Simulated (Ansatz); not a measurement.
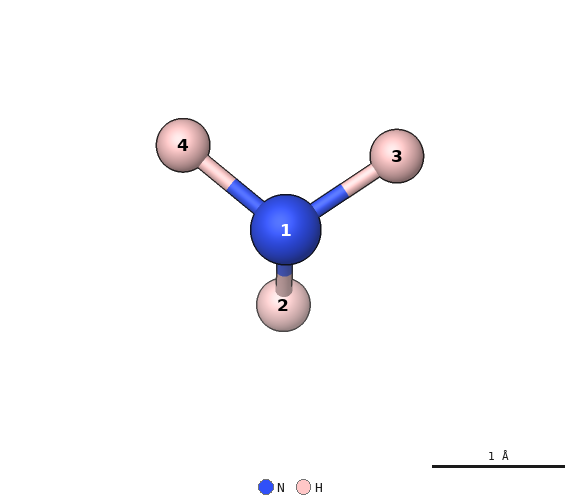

Source: calculation with Ansatz.

Orthographic view. Depth is shown by fading: the farther an atom, the more it takes the colour of the background. Geometry: a fixed input geometry, not necessarily a minimum.

Write a MOL file (V2000) with the atoms in numerical order, bonds sorted by atom number with the orders drawn, and coordinates in the frame of the picture: x right, y up, z towards the viewer, origin at the mean position.

```
NH3
                    3D

  4  3  0  0  0  0  0  0  0  0999 V2000
   -0.0100   -0.1600    0.2400 N   0  0  0  0  0  0  0  0  0  0  0  0
   -0.0300   -0.7300   -0.6000 H   0  0  0  0  0  0  0  0  0  0  0  0
    0.8300    0.4000    0.1900 H   0  0  0  0  0  0  0  0  0  0  0  0
   -0.7900    0.4900    0.1700 H   0  0  0  0  0  0  0  0  0  0  0  0
  1  2  1  0
  1  3  1  0
  1  4  1  0
M  END
```
